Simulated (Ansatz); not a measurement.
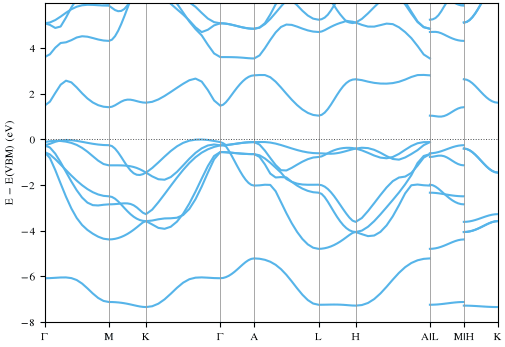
*Band structure from plane-wave PAW r²SCAN+D4 (Ansatz code)*

The gap is 0.96 eV; an edge lies off the plotted path or next to a special point (maximum off the standard path, minimum off the standard path).

**Question.** Which compound is it?
A. MgSnS2, P-3m1 (S on 2d, Sn on 1a, Mg on 1b)
B. MnO2, CdI2 type
C. SnSe2, CdI2 type

**Answer.** C, SnSe2, CdI2 type

The r²SCAN+D4 relaxation kept the symmetry of its start. Spin–orbit coupling is left out wherever it is not named.

Potentials: the later of the program's two PAW sets.
